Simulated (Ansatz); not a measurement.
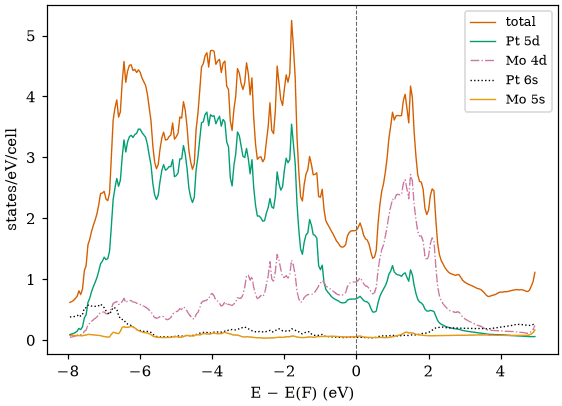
Total and projected density of states of MoPt$_{2}$ in space group Immm (No. 71; Mo on 2a, Pt on 4i), plane-wave PAW r²SCAN (Ansatz code)

Which orbitals carry the states next to the Fermi level?

Within 0.5 eV of the Fermi level: Mo 4d 52 %, Pt 5d 38 %. Projections are on Löwdin-orthogonalised atomic valence shells; empty p or d shells of many metals are not among them.

Where is the tallest occupied peak in this window, and what makes it?

Near -1.8 eV, about 5.2 states/eV per cell; the largest projected share is Pt 5d.

The first step of the workflow began from a Materials Project structure, measured or hypothetical; the Crystallography Open Database files this formula in space group No. 71, but the cells were not matched. Its standing as an ambient phase is unchecked. The cell was relaxed with r²SCAN under the symmetry of its start; its stability against distortions is not shown here. The run is not spin-polarised. Spin–orbit coupling is left out wherever it is not named.

Potentials: the later of the program's two PAW sets.
